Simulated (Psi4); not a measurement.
**SCS-DLPNO-MP2/cc-pVDZ (density fitting, density fitting for correlation, pno convergence normal) run of C6H12Cl4Si4 (SMILES Cl[Si@]12C[Si@]3(Cl)C[Si@](Cl)(C1)C[Si@](Cl)(C2)C3)**

Aim: the energy change on altering one bond length of C6H12Cl4Si4 at SCS-DLPNO-MP2/cc-pVDZ (density fitting, density fitting for correlation, pno convergence normal), from 2 runs. 

The calculation is run with Psi4 1.11.

### Step 1. The structure to begin with

The species is C6H12Cl4Si4 (26 atoms), meant as a singlet with charge 0. SMILES: `Cl[Si@]12C[Si@]3(Cl)C[Si@](Cl)(C1)C[Si@](Cl)(C2)C3`. Geometry: relaxed at GFN2-xTB. This is one conformer, not always the lowest.

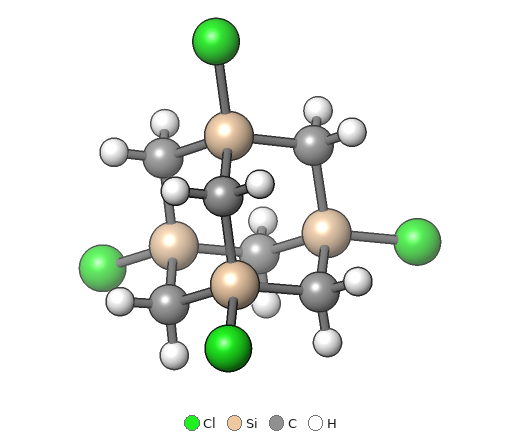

The structure, seen from a chosen angle (chlorine green, silicon light orange, carbon grey, hydrogen white).

### Step 2. A single-point energy at SCS-DLPNO-MP2/cc-pVDZ (density fitting, density fitting for correlation, pno convergence normal)

Contents of job.in:

```
memory 3.3 GB

molecule {
  Cl    -3.958350     0.104350     0.009330
  Si    -1.922420     0.050410     0.004260
  C     -1.217650     1.720010    -0.573960
  Si     0.684520     1.698540    -0.586800
  Cl     1.409200     3.497440    -1.208930
  C      1.266940     0.311990    -1.751750
  Si     0.602260    -1.381130    -1.194740
  Cl     1.239530    -2.844260    -2.460270
  C     -1.298580    -1.308930    -1.171240
  C      1.218140    -1.720050     0.572930
  Si     0.635310    -0.367820     1.777430
  Cl     1.308570    -0.757280     3.659720
  C     -1.265970    -0.312810     1.752480
  C      1.297410     1.309620     1.171540
  H     -1.591910     1.954950    -1.568760
  H     -1.574370     2.517640     0.075150
  H      0.940640     0.521650    -2.768830
  H      2.354740     0.289490    -1.785690
  H     -1.674800    -1.129820    -2.176870
  H     -1.701880    -2.273770    -0.869010
  H      2.305040    -1.779710     0.581360
  H      0.863020    -2.692720     0.908640
  H     -1.623920     0.444610     2.447490
  H     -1.668150    -1.259180     2.109540
  H      0.986940     2.098240     1.854580
  H      2.385750     1.308560     1.192410
  units angstrom
  symmetry c1
  no_reorient
  no_com
}

set basis cc-pVDZ
set scf_type df
set pno_convergence normal

energy("scs-dlpno-mp2")
```

The run is started by

```
$ psi4 -n 1 job.in job.out
```

job.out, cut to the lines that bear on the results:

```text
[...]
  Running in c1 symmetry.
[...]
  Nuclear repulsion = 2029.806281510169129
[...]
  Multiplicity = 1
[...]
  Nalpha       = 86
  Nbeta        = 86
[...]
    Number of basis functions: 288
[...]
   @DF-RHF iter   1: -3227.97331236178707    6.23327e-01   2.50119e-03 DIIS/ADIIS
[...]
    Orbital Energies [Eh]
    ---------------------
    Doubly Occupied:
       1A   -104.823974     2A   -104.823971     3A   -104.823966
       4A   -104.823951     5A    -68.834401     6A    -68.834397
       7A    -68.834394     8A    -68.834382     9A    -11.226512
      10A    -11.226502    11A    -11.226490    12A    -11.226481
      13A    -11.226480    14A    -11.226465    15A    -10.553520
      16A    -10.553517    17A    -10.553509    18A    -10.553493
      19A     -8.020626    20A     -8.020624    21A     -8.020616
      22A     -8.020600    23A     -8.018094    24A     -8.018094
      25A     -8.018092    26A     -8.018092    27A     -8.018084
      28A     -8.018084    29A     -8.018068    30A     -8.018068
      31A     -6.178245    32A     -6.178242    33A     -6.178236
      34A     -6.178227    35A     -4.285704    36A     -4.285670
[...]
  @DF-RHF Final Energy: -3228.30723391431093
   => Energetics <=
    Nuclear Repulsion Energy =           2029.8062815101691285
    One-Electron Energy =               -8511.1340583094533940
    Two-Electron Energy =                3253.0205428849731106
    Total Energy =                      -3228.3072339143109275
[...]
 Multipole Moments:
 ------------------------------------------------------------------------------------
     Multipole            Electronic (a.u.)      Nuclear  (a.u.)        Total (a.u.)
 ------------------------------------------------------------------------------------
 L = 1.  Multiply by 2.5417464519 to convert [e a0] to [Debye]
 Dipole X            :          0.0367213           -0.0370953           -0.0003741
 Dipole Y            :         -0.0059386            0.0059904            0.0000518
 Dipole Z            :          0.0014056           -0.0008315            0.0005741
 Magnitude           :                                                    0.0006872
[...]
  @LMP2 iter   8:  -1.816630321026 -4.728e-10  2.100e-07
[...]
```

Run time: 11 min. Hardware: 1 thread of AMD EPYC 7R43 (Zen 3), shared host; peak memory 2 GiB.

### Step 3. The distorted shape at the same level

Contents of input.in:

```
memory 3.3 GB

molecule mol {
  Cl    -4.175936     0.108851     0.016119
  Si    -2.140006     0.054911     0.011049
  C     -1.435236     1.724511    -0.567171
  Si     0.466934     1.703041    -0.580011
  Cl     1.191614     3.501941    -1.202141
  C      1.049354     0.316491    -1.744961
  Si     0.384674    -1.376629    -1.187951
  Cl     1.021944    -2.839759    -2.453481
  C     -1.516166    -1.304429    -1.164451
  C      1.000554    -1.715549     0.579719
  Si     0.417724    -0.363319     1.784219
  Cl     1.090984    -0.752779     3.666509
  C     -1.483556    -0.308309     1.759269
  C      1.079824     1.314121     1.178329
  H     -1.809496     1.959451    -1.561971
  H     -1.791956     2.522141     0.081939
  H      0.723054     0.526151    -2.762041
  H      2.354740     0.289490    -1.785690
  H     -1.892386    -1.125319    -2.170081
  H     -1.919466    -2.269269    -0.862221
  H      2.087454    -1.775209     0.588149
  H      0.645434    -2.688219     0.915429
  H     -1.841506     0.449111     2.454279
  H     -1.885736    -1.254679     2.116329
  H      0.769354     2.102741     1.861369
  H      2.168164     1.313061     1.199199
  units angstrom
  symmetry c1
  no_reorient
  no_com
}

set {
  scf_type df
  pno_convergence normal
}

energy_value, wavefunction = energy('scs-dlpno-mp2/cc-pVDZ', return_wfn=True)
```

The run is started by

```
$ psi4 -n 1 input.in input.out
```

input.out, cut to the lines that bear on the results:

```text
[...]
  Running in c1 symmetry.
[...]
  Nuclear repulsion = 2028.491226129178813
[...]
  Multiplicity = 1
[...]
  Nalpha       = 86
  Nbeta        = 86
[...]
    Number of basis functions: 288
[...]
   @DF-RHF iter   1: -3227.95167522589873    5.27371e-01   2.49112e-03 ADIIS/DIIS
[...]
    Orbital Energies [Eh]
    ---------------------
    Doubly Occupied:
       1A   -104.824588     2A   -104.823975     3A   -104.823727
       4A   -104.823712     5A    -68.835741     6A    -68.835730
       7A    -68.835169     8A    -68.834416     9A    -11.247477
      10A    -11.227774    11A    -11.227742    12A    -11.226869
      13A    -11.226363    14A    -11.226350    15A    -10.554131
      16A    -10.553521    17A    -10.553265    18A    -10.553249
      19A     -8.021238    20A     -8.020628    21A     -8.020375
      22A     -8.020358    23A     -8.018705    24A     -8.018704
      25A     -8.018095    26A     -8.018095    27A     -8.017842
      28A     -8.017834    29A     -8.017826    30A     -8.017818
      31A     -6.179414    32A     -6.179405    33A     -6.179023
      34A     -6.178261    35A     -4.286882    36A     -4.286860
[...]
  @DF-RHF Final Energy: -3228.28747482416475
   => Energetics <=
    Nuclear Repulsion Energy =           2028.4912261291788127
    One-Electron Energy =               -8508.4836946627838188
    Two-Electron Energy =                3251.7049937094398047
    Total Energy =                      -3228.2874748241647467
[...]
 Multipole Moments:
 ------------------------------------------------------------------------------------
     Multipole            Electronic (a.u.)      Nuclear  (a.u.)        Total (a.u.)
 ------------------------------------------------------------------------------------
 L = 1.  Multiply by 2.5417464519 to convert [e a0] to [Debye]
 Dipole X            :         70.2903890          -70.3485246           -0.0581355
 Dipole Y            :         -1.4609691            1.4604578           -0.0005113
 Dipole Z            :         -2.1816612            2.1929875            0.0113263
 Magnitude           :                                                    0.0592308
[...]
  @LMP2 iter   8:  -1.819460469824 -4.745e-10  2.087e-07
[...]
```

Wall time 9.8 min (1 thread of AMD EPYC 7R43 (Zen 3), shared host); peak memory 2 GiB.

### Step 4. Summary of results

Level: SCS-DLPNO-MP2/cc-pVDZ (density fitting, density fitting for correlation, pno convergence normal).

| quantity | value |
| --- | --- |
| first shape: total energy | -3230.07227 Eh |
| first shape: HOMO energy (Hartree–Fock orbitals) | -11.14 eV |
| first shape: LUMO energy (Hartree–Fock orbitals) | 3.09 eV |
| first shape: HOMO–LUMO gap (Hartree–Fock orbitals) | 14.23 eV |
| first shape: correlation energy | -1765.0 mEh |
| distorted shape: total energy | -3230.05572 Eh |
| distorted shape: HOMO energy (Hartree–Fock orbitals) | -11.14 eV |
| distorted shape: LUMO energy (Hartree–Fock orbitals) | 3.04 eV |
| distorted shape: HOMO–LUMO gap (Hartree–Fock orbitals) | 14.18 eV |
| distorted shape: correlation energy | -1768.2 mEh |
| energy change with the C6–H18 bond stretched from 1.089 to 1.306 Å | 0.450 eV |

With the C6–H18 bond stretched from 1.089 to 1.306 Å the energy rises by 0.45 eV (43.5 kJ/mol). The first shape isn't relaxed at this level, so the change isn't measured from a minimum.
